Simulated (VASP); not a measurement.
# 2H-WS2 monolayer and its bilayer, part 8 of 9

What are the lattice, gap and band positions of 2H-WS2 monolayer, and what does a second sheet change?

VASP 6.6.1, plane waves and PAW; the level of theory is named at each step.

So far. Step 12 (A rigid stacking): Energy at zero smearing: -139.40083 eV.

### Step 13. Relaxing the bilayer

Level of this step: r2SCAN with rVV10, no spin polarisation; plane waves and PAW (W, S) (VASP).

The lowest stacking relaxes at the monolayer's lattice.

The input, INCAR:

```
SYSTEM = WS2
PREC = Normal
ENCUT = 350
EDIFF = 1E-07
NELM = 120
ISMEAR = 0
SIGMA = 0.03
LREAL = .FALSE.
ALGO = Normal
METAGGA = R2SCAN
LUSE_VDW = .TRUE.
IVDW_NL = 2
BPARAM = 11.95
CPARAM = 0.0093
LASPH = .TRUE.
NBANDS = 24
LORBIT = 11
LWAVE = .FALSE.
LCHARG = .FALSE.
KPAR = 4
IBRION = 2
NSW = 70
ISIF = 2
EDIFFG = -0.004
POTIM = 0.8
MAXMIX = 40
IDIPOL = 3
LDIPOL = .TRUE.
DIPOL = 0.5 0.5 0.5
```

The input, POSCAR:

```
WS2
1.0
    3.1653557394      0.0000000000      0.0000000000
   -1.5826778697      2.7412784823      0.0000000000
    0.0000000000      0.0000000000     26.3466113248
W S
2 4
Direct
    0.3333333300      0.6666666700      0.3818955200
    0.6666666700      0.3333333300      0.6181044800
    0.6666666700      0.3333333300      0.3226221400
    0.6666666700      0.3333333300      0.4411689000
    0.3333333300      0.6666666700      0.5588311000
    0.3333333300      0.6666666700      0.6773778600
```

The input, KPOINTS:

```
Automatic mesh
0
Gamma
12 12 1
0 0 0
```

Potentials, in the order of the species: W and S (PBE family, release 64).

The run is started by

```console
$ mpirun -np 4 vasp_std
```

The program printed:

```text
[... set-up lines as in an earlier step ...]
 entering main loop
       N       E                     dE             d eps       ncg     rms          rms(c)
Total rVV10 correction in eV:      0.8525897    47.2063548
Total rVV10 correction in eV:      0.8525897    47.2063548
Total rVV10 correction in eV:      0.8525897    47.2063548
Total rVV10 correction in eV:      0.8525897    47.2063548
[... 5 cycles as in an earlier step ...]
Total rVV10 correction in eV:      0.8572641    47.2068896
Total rVV10 correction in eV:      0.8572641    47.2068896
Total rVV10 correction in eV:      0.8572641    47.2068896
Total rVV10 correction in eV:      0.8572641    47.2068896
[... 1 cycle as in an earlier step ...]
Total rVV10 correction in eV:      0.8514990    47.2080840
Total rVV10 correction in eV:      0.8514990    47.2080840
Total rVV10 correction in eV:      0.8514990    47.2080840
Total rVV10 correction in eV:      0.8514990    47.2080840
[... 1 cycle as in an earlier step ...]
Total rVV10 correction in eV:      0.8575161    47.2078212
Total rVV10 correction in eV:      0.8575161    47.2078212
Total rVV10 correction in eV:      0.8575161    47.2078212
Total rVV10 correction in eV:      0.8575161    47.2078212
[... 1 cycle as in an earlier step ...]
Total rVV10 correction in eV:      0.8613650    47.2074732
Total rVV10 correction in eV:      0.8613650    47.2074732
Total rVV10 correction in eV:      0.8613650    47.2074732
Total rVV10 correction in eV:      0.8613650    47.2074732
[... 1 cycle as in an earlier step ...]
Total rVV10 correction in eV:      0.8638165    47.2073324
Total rVV10 correction in eV:      0.8638165    47.2073324
Total rVV10 correction in eV:      0.8638165    47.2073324
Total rVV10 correction in eV:      0.8638165    47.2073324
[... 1 cycle as in an earlier step ...]
Total rVV10 correction in eV:      0.8644538    47.2071827
Total rVV10 correction in eV:      0.8644538    47.2071827
Total rVV10 correction in eV:      0.8644538    47.2071827
Total rVV10 correction in eV:      0.8644538    47.2071827
[... 1 cycle as in an earlier step ...]
Total rVV10 correction in eV:      0.8658001    47.2069914
Total rVV10 correction in eV:      0.8658001    47.2069914
Total rVV10 correction in eV:      0.8658001    47.2069914
Total rVV10 correction in eV:      0.8658001    47.2069914
[... 1 cycle as in an earlier step ...]
Total rVV10 correction in eV:      0.8663441    47.2068699
Total rVV10 correction in eV:      0.8663441    47.2068699
Total rVV10 correction in eV:      0.8663441    47.2068699
Total rVV10 correction in eV:      0.8663441    47.2068699
[... 1 cycle as in an earlier step ...]
Total rVV10 correction in eV:      0.8671367    47.2066171
Total rVV10 correction in eV:      0.8671367    47.2066171
Total rVV10 correction in eV:      0.8671367    47.2066171
Total rVV10 correction in eV:      0.8671367    47.2066171
[... 1 cycle as in an earlier step ...]
Total rVV10 correction in eV:      0.8673636    47.2065239
Total rVV10 correction in eV:      0.8673636    47.2065239
Total rVV10 correction in eV:      0.8673636    47.2065239
Total rVV10 correction in eV:      0.8673636    47.2065239
DAV:  15    -0.139420259550E+03   -0.16702E-03   -0.15599E-05  1192   0.208E-02    0.170E-02
Total rVV10 correction in eV:      0.8675391    47.2064101
Total rVV10 correction in eV:      0.8675391    47.2064101
Total rVV10 correction in eV:      0.8675391    47.2064101
Total rVV10 correction in eV:      0.8675391    47.2064101
DAV:  16    -0.139420446140E+03   -0.18659E-03   -0.21982E-05  1112   0.211E-02    0.535E-03
Total rVV10 correction in eV:      0.8676774    47.2063426
Total rVV10 correction in eV:      0.8676774    47.2063426
Total rVV10 correction in eV:      0.8676774    47.2063426
Total rVV10 correction in eV:      0.8676774    47.2063426
DAV:  17    -0.139420581598E+03   -0.13546E-03   -0.45533E-05  1096   0.224E-02    0.559E-03
Total rVV10 correction in eV:      0.8676805    47.2063440
Total rVV10 correction in eV:      0.8676805    47.2063440
Total rVV10 correction in eV:      0.8676805    47.2063440
Total rVV10 correction in eV:      0.8676805    47.2063440
DAV:  18    -0.139420595764E+03   -0.14166E-04   -0.46215E-06  1168   0.105E-02    0.383E-03
Total rVV10 correction in eV:      0.8676715    47.2063465
Total rVV10 correction in eV:      0.8676715    47.2063465
Total rVV10 correction in eV:      0.8676715    47.2063465
Total rVV10 correction in eV:      0.8676715    47.2063465
DAV:  19    -0.139420607968E+03   -0.12203E-04   -0.94010E-07   920   0.694E-03    0.144E-03
Total rVV10 correction in eV:      0.8676370    47.2063714
Total rVV10 correction in eV:      0.8676370    47.2063714
Total rVV10 correction in eV:      0.8676370    47.2063714
Total rVV10 correction in eV:      0.8676370    47.2063714
DAV:  20    -0.139420620751E+03   -0.12783E-04   -0.24048E-06  1080   0.872E-03    0.185E-03
Total rVV10 correction in eV:      0.8676306    47.2063735
Total rVV10 correction in eV:      0.8676306    47.2063735
Total rVV10 correction in eV:      0.8676306    47.2063735
Total rVV10 correction in eV:      0.8676306    47.2063735
DAV:  21    -0.139420627538E+03   -0.67863E-05   -0.84822E-07   992   0.661E-03    0.205E-03
Total rVV10 correction in eV:      0.8676273    47.2063822
Total rVV10 correction in eV:      0.8676273    47.2063822
Total rVV10 correction in eV:      0.8676273    47.2063822
Total rVV10 correction in eV:      0.8676273    47.2063822
DAV:  22    -0.139420631609E+03   -0.40714E-05   -0.46281E-07   984   0.604E-03    0.125E-03
Total rVV10 correction in eV:      0.8676271    47.2063799
Total rVV10 correction in eV:      0.8676271    47.2063799
Total rVV10 correction in eV:      0.8676271    47.2063799
Total rVV10 correction in eV:      0.8676271    47.2063799
DAV:  23    -0.139420633717E+03   -0.21077E-05   -0.16224E-07   784   0.373E-03    0.487E-04
Total rVV10 correction in eV:      0.8676263    47.2063791
Total rVV10 correction in eV:      0.8676263    47.2063791
Total rVV10 correction in eV:      0.8676263    47.2063791
Total rVV10 correction in eV:      0.8676263    47.2063791
DAV:  24    -0.139420634072E+03   -0.35513E-06   -0.20267E-07   856   0.472E-03    0.487E-04
Total rVV10 correction in eV:      0.8676266    47.2063784
Total rVV10 correction in eV:      0.8676266    47.2063784
Total rVV10 correction in eV:      0.8676266    47.2063784
Total rVV10 correction in eV:      0.8676266    47.2063784
DAV:  25    -0.139420634031E+03    0.40432E-07   -0.25121E-08   728   0.156E-03
Total rVV10 correction in eV:      0.8676271    47.2063776
Total rVV10 correction in eV:      0.8676271    47.2063776
Total rVV10 correction in eV:      0.8676271    47.2063776
[...]
1 F= -.13942063E+03 E0= -.13942063E+03  d E =-.139421E+03
 curvature:   0.00 expect dE= 0.000E+00 dE for cont linesearch  0.000E+00
 trial: gam= 0.00000 g(F)=  0.118E-03 g(S)=  0.000E+00 ort = 0.000E+00 (trialstep = 0.100E+01)
 search vector abs. value=  0.118E-03
 bond charge predicted
       N       E                     dE             d eps       ncg     rms          rms(c)
Total rVV10 correction in eV:      0.8674933    47.2063779
Total rVV10 correction in eV:      0.8674933    47.2063779
Total rVV10 correction in eV:      0.8674933    47.2063779
Total rVV10 correction in eV:      0.8674933    47.2063779
DAV:   1    -0.139420574742E+03    0.59330E-04   -0.15365E-02   928   0.621E-01    0.648E-02
Total rVV10 correction in eV:      0.8674318    47.2066031
Total rVV10 correction in eV:      0.8674318    47.2066031
Total rVV10 correction in eV:      0.8674318    47.2066031
Total rVV10 correction in eV:      0.8674318    47.2066031
DAV:   2    -0.139420596368E+03   -0.21626E-04   -0.56034E-04  1240   0.148E-01    0.444E-02
Total rVV10 correction in eV:      0.8674766    47.2063677
Total rVV10 correction in eV:      0.8674766    47.2063677
Total rVV10 correction in eV:      0.8674766    47.2063677
Total rVV10 correction in eV:      0.8674766    47.2063677
DAV:   3    -0.139420638661E+03   -0.42293E-04   -0.32265E-05  1104   0.367E-02    0.430E-02
Total rVV10 correction in eV:      0.8674889    47.2064403
Total rVV10 correction in eV:      0.8674889    47.2064403
Total rVV10 correction in eV:      0.8674889    47.2064403
Total rVV10 correction in eV:      0.8674889    47.2064403
DAV:   4    -0.139420619859E+03    0.18802E-04   -0.14890E-05  1112   0.281E-02    0.165E-02
Total rVV10 correction in eV:      0.8674764    47.2063934
Total rVV10 correction in eV:      0.8674764    47.2063934
Total rVV10 correction in eV:      0.8674764    47.2063934
Total rVV10 correction in eV:      0.8674764    47.2063934
DAV:   5    -0.139420637669E+03   -0.17810E-04   -0.65685E-06   968   0.174E-02    0.482E-03
Total rVV10 correction in eV:      0.8674774    47.2063808
Total rVV10 correction in eV:      0.8674774    47.2063808
Total rVV10 correction in eV:      0.8674774    47.2063808
Total rVV10 correction in eV:      0.8674774    47.2063808
DAV:   6    -0.139420640500E+03   -0.28303E-05   -0.81416E-07  1168   0.565E-03    0.320E-03
Total rVV10 correction in eV:      0.8674807    47.2063796
Total rVV10 correction in eV:      0.8674807    47.2063796
Total rVV10 correction in eV:      0.8674807    47.2063796
Total rVV10 correction in eV:      0.8674807    47.2063796
DAV:   7    -0.139420640329E+03    0.17090E-06   -0.17295E-07   768   0.433E-03    0.154E-03
Total rVV10 correction in eV:      0.8674805    47.2063775
Total rVV10 correction in eV:      0.8674805    47.2063775
Total rVV10 correction in eV:      0.8674805    47.2063775
Total rVV10 correction in eV:      0.8674805    47.2063775
DAV:   8    -0.139420643295E+03   -0.29663E-05   -0.43359E-07   920   0.742E-03    0.690E-04
Total rVV10 correction in eV:      0.8674809    47.2063775
Total rVV10 correction in eV:      0.8674809    47.2063775
Total rVV10 correction in eV:      0.8674809    47.2063775
Total rVV10 correction in eV:      0.8674809    47.2063775
DAV:   9    -0.139420643005E+03    0.28980E-06   -0.30985E-08   688   0.173E-03    0.548E-04
Total rVV10 correction in eV:      0.8674808    47.2063776
Total rVV10 correction in eV:      0.8674808    47.2063776
Total rVV10 correction in eV:      0.8674808    47.2063776
Total rVV10 correction in eV:      0.8674808    47.2063776
DAV:  10    -0.139420642895E+03    0.10977E-06   -0.37368E-08   664   0.185E-03    0.363E-04
Total rVV10 correction in eV:      0.8674810    47.2063776
Total rVV10 correction in eV:      0.8674810    47.2063776
Total rVV10 correction in eV:      0.8674810    47.2063776
Total rVV10 correction in eV:      0.8674810    47.2063776
DAV:  11    -0.139420642850E+03    0.45914E-07   -0.45771E-09   528   0.664E-04
Total rVV10 correction in eV:      0.8674809    47.2063778
Total rVV10 correction in eV:      0.8674809    47.2063778
Total rVV10 correction in eV:      0.8674809    47.2063778
Total rVV10 correction in eV:      0.8674809    47.2063778
Total rVV10 correction in eV:      0.8674809    47.2063777
Total rVV10 correction in eV:      0.8674809    47.2063777
Total rVV10 correction in eV:      0.8674809    47.2063777
Total rVV10 correction in eV:      0.8674809    47.2063777
   2 F= -.13942064E+03 E0= -.13942064E+03  d E =-.881828E-05
[... from here on, the cycles between the ionic steps are left out ...]
   3 F= -.13942066E+03 E0= -.13942066E+03  d E =-.302989E-04
   4 F= -.13942068E+03 E0= -.13942068E+03  d E =-.149661E-04
   5 F= -.13942068E+03 E0= -.13942068E+03  d E =-.168454E-04
   6 F= -.13942071E+03 E0= -.13942071E+03  d E =-.245094E-04
   7 F= -.13942077E+03 E0= -.13942077E+03  d E =-.918988E-04
   8 F= -.13942088E+03 E0= -.13942088E+03  d E =-.199070E-03
   9 F= -.13942098E+03 E0= -.13942098E+03  d E =-.301773E-03
  10 F= -.13942100E+03 E0= -.13942100E+03  d E =-.129022E-04
  11 F= -.13942103E+03 E0= -.13942103E+03  d E =-.499545E-04
  12 F= -.13942109E+03 E0= -.13942109E+03  d E =-.102096E-03
  13 F= -.13942112E+03 E0= -.13942112E+03  d E =-.136701E-03
  14 F= -.13942112E+03 E0= -.13942112E+03  d E =-.140644E-03
  15 F= -.13942113E+03 E0= -.13942113E+03  d E =-.110482E-04
  16 F= -.13942115E+03 E0= -.13942115E+03  d E =-.266160E-04
  17 F= -.13942115E+03 E0= -.13942115E+03  d E =-.267043E-04
 curvature:  -4.18 expect dE=-0.245E-04 dE for cont linesearch -0.502E-09
 trial: gam=-0.08131 g(F)=  0.586E-05 g(S)=  0.000E+00 ort =-0.491E-06 (trialstep = 0.192E+00)
 search vector abs. value=  0.192E-04
 bond charge predicted
       N       E                     dE             d eps       ncg     rms          rms(c)
Total rVV10 correction in eV:      0.8709144    47.2063722
Total rVV10 correction in eV:      0.8709144    47.2063722
Total rVV10 correction in eV:      0.8709144    47.2063722
Total rVV10 correction in eV:      0.8709144    47.2063722
DAV:   1    -0.139421151022E+03   -0.81781E-06   -0.61335E-05   928   0.378E-02    0.500E-03
Total rVV10 correction in eV:      0.8709179    47.2063740
Total rVV10 correction in eV:      0.8709179    47.2063740
Total rVV10 correction in eV:      0.8709179    47.2063740
Total rVV10 correction in eV:      0.8709179    47.2063740
DAV:   2    -0.139421152646E+03   -0.16249E-05   -0.29629E-06  1104   0.128E-02    0.436E-03
Total rVV10 correction in eV:      0.8709177    47.2063691
Total rVV10 correction in eV:      0.8709177    47.2063691
Total rVV10 correction in eV:      0.8709177    47.2063691
Total rVV10 correction in eV:      0.8709177    47.2063691
DAV:   3    -0.139421151577E+03    0.10698E-05   -0.29753E-07   824   0.469E-03    0.289E-03
Total rVV10 correction in eV:      0.8709162    47.2063703
Total rVV10 correction in eV:      0.8709162    47.2063703
Total rVV10 correction in eV:      0.8709162    47.2063703
Total rVV10 correction in eV:      0.8709162    47.2063703
DAV:   4    -0.139421151140E+03    0.43633E-06   -0.33183E-07   912   0.455E-03    0.667E-04
Total rVV10 correction in eV:      0.8709154    47.2063711
Total rVV10 correction in eV:      0.8709154    47.2063711
Total rVV10 correction in eV:      0.8709154    47.2063711
Total rVV10 correction in eV:      0.8709154    47.2063711
DAV:   5    -0.139421151202E+03   -0.61584E-07   -0.11536E-07   784   0.274E-03
Total rVV10 correction in eV:      0.8709141    47.2063727
Total rVV10 correction in eV:      0.8709141    47.2063727
Total rVV10 correction in eV:      0.8709141    47.2063727
Total rVV10 correction in eV:      0.8709141    47.2063727
Total rVV10 correction in eV:      0.8709156    47.2063719
Total rVV10 correction in eV:      0.8709156    47.2063719
Total rVV10 correction in eV:      0.8709156    47.2063719
Total rVV10 correction in eV:      0.8709156    47.2063719
  18 F= -.13942115E+03 E0= -.13942115E+03  d E =-.904742E-06
 trial-energy change:   -0.000001  1 .order   -0.000001   -0.000001   -0.000000
 step:   0.2317(harm=  0.2317)  dis= 0.00018  next Energy=  -139.421151 (dE=-0.683E-06)
 reached required accuracy - stopping structural energy minimisation
```

It took 18 min on 4 MPI ranks of Intel Xeon Platinum 8488C (Sapphire Rapids), shared host; peak memory 1.2 GiB; 70 min of CPU time.

Parts of OUTCAR (step 13):

```text
   NELECT =      36.0000    total number of electrons

 E-fermi :  -0.0326

 k-point     1 :       0.0000    0.0000    0.0000
  band No.  band energies     occupation
    ...
     14      -2.3163      2.00000
     15      -2.2954      2.00000
     16      -2.2954      2.00000
     17      -0.8235      2.00000
     18      -0.1934      2.00000
     19       2.5376      0.00000
     20       2.5377      0.00000
     21       2.5475      0.00000
     22       2.5475      0.00000
     23       2.6607      0.00000
    ...

  Total       -0.0319246     -0.0319246     -0.1545630     -0.0000000      0.0000000      0.0000000
  in kB       -0.2237357     -0.2237357     -1.0832172     -0.0000000      0.0000000      0.0000000
  external PRESSURE =      -0.5102295 kB  Pullay stress =       0.0000000 kB

 POSITION                                       TOTAL-FORCE (eV/Angst)
 -----------------------------------------------------------------------------------
     -0.00000      1.82752     10.03875        -0.000000     -0.000000     -0.001667
      1.58268      0.91376     16.30786         0.000000      0.000000      0.001667
      1.58268      0.91376      8.47640        -0.000000      0.000000     -0.000275
      1.58268      0.91376     11.60174        -0.000000     -0.000000      0.000979
     -0.00000      1.82752     14.74487         0.000000     -0.000000     -0.000979
     -0.00000      1.82752     17.87021        -0.000000      0.000000      0.000275
 -----------------------------------------------------------------------------------
    total drift:                                0.000000     -0.000000     -0.000000

  FREE ENERGIE OF THE ION-ELECTRON SYSTEM (eV)
  ---------------------------------------------------
  free  energy   TOTEN  =      -139.4211512019 eV

  energy  without entropy=     -139.4211512019  energy(sigma->0) =     -139.42115120

 vacuum level on the upper side and lower side of the slab         5.358         5.358

[... 9 parts as in an earlier step ...]

[... 10 further parts left out ...]
```

CONTCAR:

```
WS2
   1.00000000000000
     3.1653557393999998    0.0000000000000000    0.0000000000000000
    -1.5826778696999999    2.7412784822999998    0.0000000000000000
     0.0000000000000000    0.0000000000000000   26.3466113248000013
  W               S
     2     4
Direct
     0.3333333300000021    0.6666666699999979    0.3810263806801182
     0.6666666699999979    0.3333333300000021    0.6189736193198817
     0.6666666699999979    0.3333333300000021    0.3217264244649425
     0.6666666699999979    0.3333333300000021    0.4403505422583248
     0.3333333300000021    0.6666666699999979    0.5596494577416750
     0.3333333300000021    0.6666666699999979    0.6782735755350576
```

Step by step:

| step | energy less that of the first step (eV) | largest force (eV/Å) |
| --- | --- | --- |
| 1 | 0.0000 | 0.0176 |
| 2 | 0.0000 | 0.0315 |
| 3 | 0.0000 | 0.0143 |
| 4 | 0.0000 | 0.0219 |
| 5 | 0.0000 | 0.0153 |
| 6 | -0.0001 | 0.0131 |
| 7 | -0.0001 | 0.0152 |
| 8 | -0.0002 | 0.0245 |
| 9 | -0.0003 | 0.0431 |
| 10 | -0.0004 | 0.0409 |
| 11 | -0.0004 | 0.0346 |
| 12 | -0.0005 | 0.0222 |
| 13 | -0.0005 | 0.0252 |
| 14 | -0.0005 | 0.0189 |
| 15 | -0.0005 | 0.0148 |
| 16 | -0.0005 | 0.0055 |
| 17 | -0.0005 | 0.0046 |
| 18 | -0.0005 | 0.0017 |

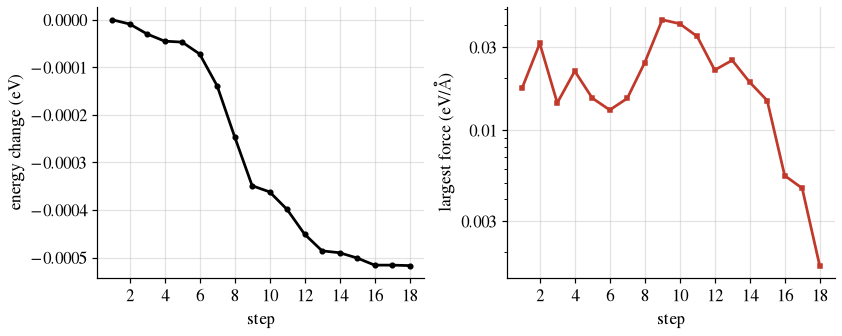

Energy and largest force along the relaxation.

The atoms that moved most (Å):

| atom | dx | dy | dz | length |
| --- | --- | --- | --- | --- |
| S3 | 0.000 | 0.000 | -0.024 | 0.024 |
| S6 | 0.000 | 0.000 | 0.024 | 0.024 |
| W2 | 0.000 | 0.000 | 0.023 | 0.023 |
| W1 | 0.000 | 0.000 | -0.023 | 0.023 |
| S4 | 0.000 | 0.000 | -0.022 | 0.022 |
| S5 | 0.000 | 0.000 | 0.022 | 0.022 |

Final coordinates:

```cif
data_structure
_symmetry_space_group_name_H-M 'P 1'
_symmetry_Int_Tables_number 1
_cell_length_a 3.1654
_cell_length_b 3.1654
_cell_length_c 26.3466
_cell_angle_alpha 90.000
_cell_angle_beta 90.000
_cell_angle_gamma 120.000
_cell_volume 228.61
loop_
_atom_site_label
_atom_site_type_symbol
_atom_site_fract_x
_atom_site_fract_y
_atom_site_fract_z
_atom_site_occupancy
W1 W 0.33333 0.66667 0.38103 1
W2 W 0.66667 0.33333 0.61897 1
S3 S 0.66667 0.33333 0.32173 1
S4 S 0.66667 0.33333 0.44035 1
S5 S 0.33333 0.66667 0.55965 1
S6 S 0.33333 0.66667 0.67827 1
```

This step gave:

```yaml
electronic_cycles: 151
free_energy_toten: -139.4212 eV
fermi_energy: -0.0326 eV
dipole_moment: 0, 0, 0 e·Å
gap_on_the_k_mesh: 1.597 eV
least_direct_gap_on_the_k_mesh: 1.957 eV
```

The run ended after 18 ionic steps, 0.001 eV below its first step, once the forces on the free atoms met EDIFFG = -0.004.

(Part 8 of 9 ends here.)

[Lines on the potential files, build, host, timing and source positions are cut from VASP's logs without a mark.]

[Logs are printed without paths, hosts, clocks, repeated set-up lines and the standing remarks that a program may print on its own settings, such as how far it seeks lower states.]

[Hosts, paths, dates, database ids (printed as entryN), source tags and the programs' standing remarks are cut or masked in the printed files.]

[Runs that stopped without an error message from VASP are left out.]
